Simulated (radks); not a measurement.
# Atomic calculation, with input and output: Pm²⁺

System: the Pm²⁺ ion in the configuration [Xe] 4f5 (high spin).
Method: non-relativistic Kohn-Sham, Slater X-alpha with alpha = 0.84, spin-polarised, spherical densities, point nucleus (the in-house radial solver radks).

The input:
```
Z 61
configuration [Xe] 4f5
relativity non-relativistic
functional xalpha 0.84
spin polarised
nucleus point
```

Energies in input and log are in hartree, lengths in bohr.

Log:
```
1s      1   1.0000       -1568.42577054
2s      1   1.0000        -247.97343589
2p      1   3.0000        -235.60090037
3s      1   1.0000         -54.47716510
3p      1   3.0000         -48.98994554
3d      1   5.0000         -38.70219089
4s      1   1.0000         -11.17089569
4p      1   3.0000          -9.06310453
4d      1   5.0000          -5.31575162
4f      1   5.0000          -0.84563909
5s      1   1.0000          -1.94603509
5p      1   3.0000          -1.37065833
1s      2   1.0000       -1568.42580162
2s      2   1.0000        -247.96987856
2p      2   3.0000        -235.59890196
3s      2   1.0000         -54.37770035
3p      2   3.0000         -48.89859666
3d      2   5.0000         -38.63461080
4s      2   1.0000         -10.96261488
4p      2   3.0000          -8.85544014
4d      2   5.0000          -5.11002086
4f      2   0.0000          -0.66269061
5s      2   1.0000          -1.84173761
5p      2   3.0000          -1.28746982
Etot -9699.402378294391
Ekin 9699.402377703807
Encl -22942.781157836253
Eh 3807.704636225544
Exc -263.7282343874913
err 3.881517537635037e-09
it 14
```

Orbitals:

```csv
orbital,occupation,energy (eV),⟨r⟩ (bohr),outer maximum (bohr)
1s down,1,−42679.0,0.02487,0.0165
1s up,1,−42679.0,0.02487,0.0165
2s up,1,−6747.7,0.1061,0.0904
2s down,1,−6747.6,0.1061,0.0904
2p up,3,−6411.0,0.08999,0.0704
2p down,3,−6411.0,0.08999,0.0704
3s up,1,−1482.4,0.2755,0.253
3s down,1,−1479.7,0.2752,0.253
3p up,3,−1333.1,0.2650,0.240
3p down,3,−1330.6,0.2647,0.240
3d up,5,−1053.1,0.2361,0.192
3d down,5,−1051.3,0.2357,0.192
4s up,1,−303.976,0.6238,0.580
4s down,1,−298.308,0.6238,0.580
4p up,3,−246.620,0.6399,0.587
4p down,3,−240.969,0.6400,0.587
4d up,5,−144.649,0.6823,0.599
4d down,5,−139.051,0.6833,0.599
5s up,1,−52.954,1.495,1.35
5s down,1,−50.116,1.526,1.36
5p up,3,−37.298,1.671,1.47
5p down,3,−35.034,1.717,1.50
4f up,5,−23.011,0.9145,0.612
4f down,0,−18.033,0.9674,0.615
```

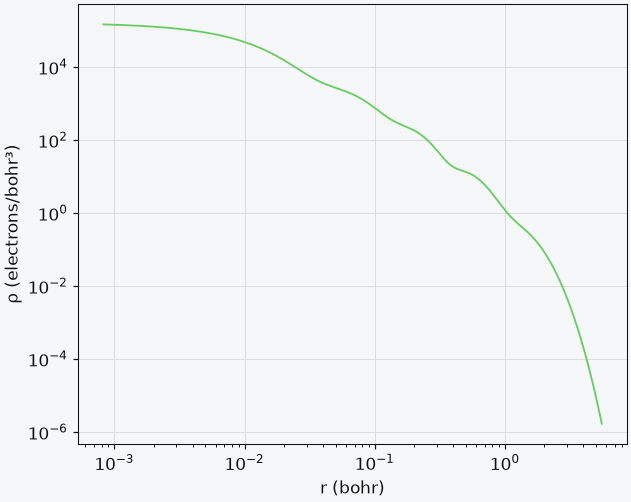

*The electron density ρ(r) on a logarithmic scale.*

The density falls from 150000 electrons/bohr³ at the inner end (r = 0.00082 bohr) to 0.001 at r = 3.50 bohr, a common measure of the size of an atom or ion. At the nucleus d ln ρ/dr is −120 per bohr, near the cusp value −2Z = −122. The steps in the slope mark the shells; the radial density has its minima at 0.033, 0.14 and 0.41 bohr.

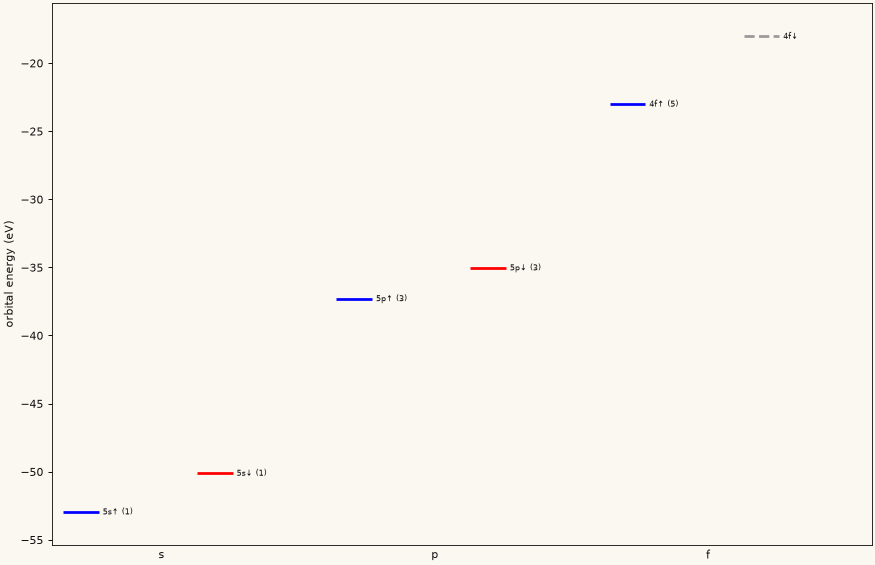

*The outer levels are drawn by angular momentum (occupations in brackets, up spins at the left of each column and down spins at the right, empty levels dashed).*

The highest occupied level is 4f up at −23.0 eV. The highest 3 occupied levels, from the top down, are 4f up (−23.0 eV), 5p down (−35.0 eV), 5p up (−37.3 eV). The lowest empty level drawn is 4f down at −18.0 eV. The largest exchange splitting (down less up) among the shells drawn in both spins is that of 4f, 4.98 eV.

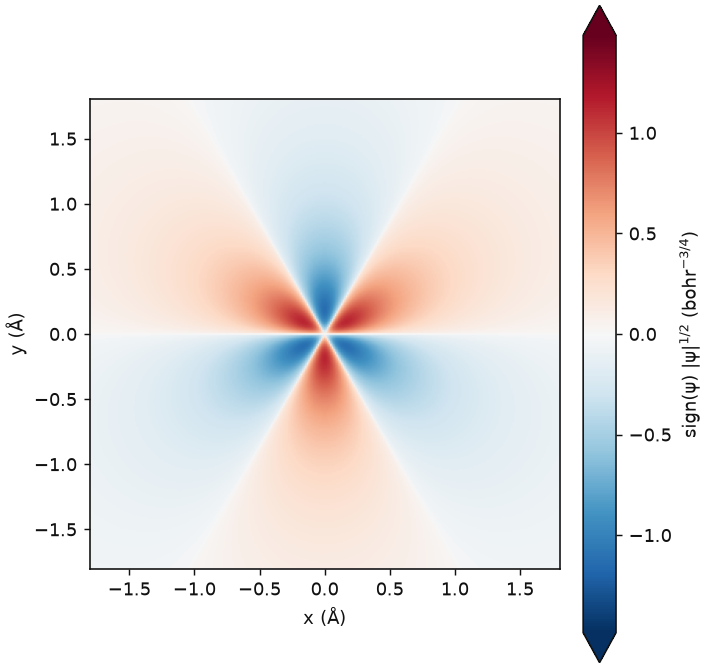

*The 4f(y(3x²−y²)) orbital of down spin. In the xy plane through the nucleus, the colour gives the signed square root of ψ. (1 bohr = 0.529 Å.) The radial function comes from the spherical calculation and is multiplied by a real spherical harmonic; the overall sign is chosen so that the largest lobe of P(r) is positive.*

It has three nodal planes that hold the z axis and no radial node. The maximum of P² lies at 0.615 bohr, ⟨r⟩ = 0.967 bohr, 90 % of the charge lies within 1.69 bohr, and the eigenvalue is −18.0 eV (the orbital is empty).

Results in brief:

- outcome: converged
- total energy: −9699.4024 hartree
- kinetic energy: 9699.4024 hartree
- electron–nucleus energy: −22942.7812 hartree
- Hartree energy: 3807.7046 hartree
- exchange–correlation energy: −263.728234 hartree
- radius at density 0.001 e/bohr³: 3.50 bohr
- SCF iterations: 14
- hardware: 1 CPU thread, shared host

Remarks:

Relativity is left out, which matters for an atom this heavy.
